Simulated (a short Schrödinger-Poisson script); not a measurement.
Stack: gated In0.52Al0.48As/In0.53Ga0.47As δ-doped gas in a quantum well, at 20 K.

```tsv
layer	material	thickness (nm)	Na (cm⁻³)
1	In0.52Al0.48As	8	-
2	In0.52Al0.48As	40	-
3	In0.53Ga0.47As	10	-
4	In0.52Al0.48As	4000	2e14
```

Constants are typed, rounded textbook-type inputs, not results; the design itself was drawn at random and stands for no fabricated device. In0.52Al0.48As: permittivity 12.5, conduction-band edge (eV) 0.52, gap (eV) 1.45, electron mass (mₑ) 0.075, Nv at 300 K (cm⁻³) 1.1e19. In0.53Ga0.47As: permittivity 13.9, conduction-band edge (eV) 0, gap (eV) 0.74, Nv at 300 K (cm⁻³) 7.7e18.

Channel valleys (confinement mass, in-plane density-of-states mass, number): Γ 0.041, 0.041, 1. At the gate the conduction-band edge of layer 1 lies 0.65 eV − eVg above the Fermi level of the channel; the field vanishes at the back. Sheet of ionised δ-doping: +3.3e12 e/cm² at 8 nm from the gate. The barrier under the gate holds no holes. Gaps are held at their typed values at every temperature. Mesh 0.08 nm at interfaces.

Solved with a short Schrödinger-Poisson script written for these runs: 1D Poisson equation in equilibrium, electrons quantum, Hartree (BenDaniel-Duke, 40 states a valley, the channel's in-plane mass for all, wave functions free to enter the barrier), parabolic valleys, classical holes, full ionisation, no traps, pinning or gate leakage.

Only gate voltages with over 1e8 electrons/cm² are shown.

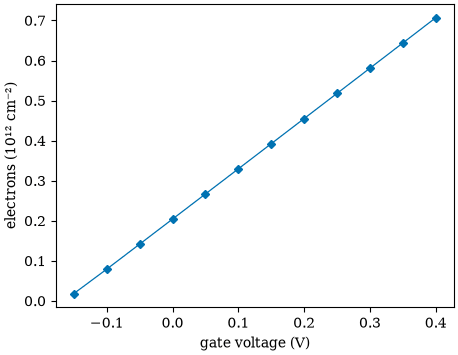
*Sheet density against gate voltage*

```csv
Vg (V),electrons (cm⁻²),in the channel layer,C (μF/cm²),Γ E0 (meV),Γ E1 (meV)
0.4,7.07e11,6.89e11,0.205,-41.3,11.4
0.3,5.81e11,5.66e11,0.202,-33.9,92.7
0.2,4.55e11,4.44e11,0.202,-26.6,122.1
0.1,3.30e11,3.22e11,0.201,-19.2,129.9
0,2.04e11,1.99e11,0.201,-11.9,137.8
-0.1,7.92e10,7.74e10,0.200,-4.5,145.8
```

Subbands count from the Fermi level.
